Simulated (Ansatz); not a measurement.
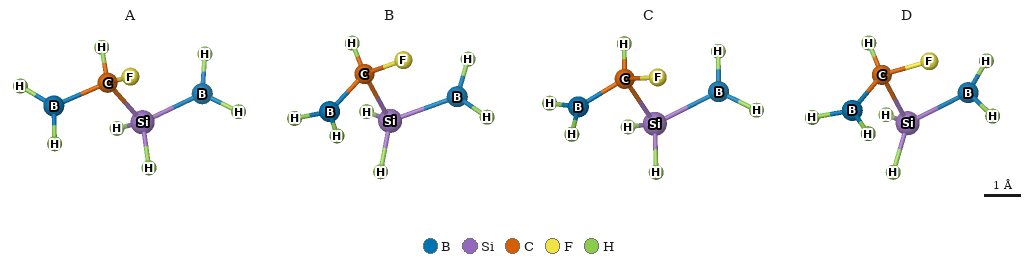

4 geometries from one relaxation of CH₇B₂FSi (coarse preliminary run), in shuffled order. Style: ball-and-stick. Shown at a tilt.

The start comes from a force field.

These are results of RKS PBE-D4/def2-SVP in Ansatz 0.2.0, not measurements. Set-up: force threshold 0.03 eV/Å; at most 200 steps.

**Order the frames from highest to lowest energy.**

A, C, B, D. They are steps 0, 6, 14, 23, at +1.151 eV, +0.261 eV, +0.145 eV relative to the last. After 21 accepted moves (23 points after the start) the energy has fallen by 1.151 eV. Largest force component: 3.6 eV/Å at the start, 0.017 eV/Å at the end. The line search rejected the trial steps at points 12, 22 of the run. The largest move after the best rigid fit is that of an H atom, 1.30 Å. Largest moves by element: H 1.30 Å, F 1.20 Å, B 0.76 Å, Si 0.56 Å, C 0.40 Å. Some distances before and after: B–F 3.435 → 1.784 Å, B–C 1.656 → 1.502 Å, C–F 1.354 → 1.499 Å, B–Si 1.896 → 2.033 Å. Bond angles that change, for instance: B–Si–C 110.3° → 77.6°, B–C–H 106.2° → 126.8°, B–Si–H 106.3° → 126.4°. Groups turn about C–Si by about 50°.
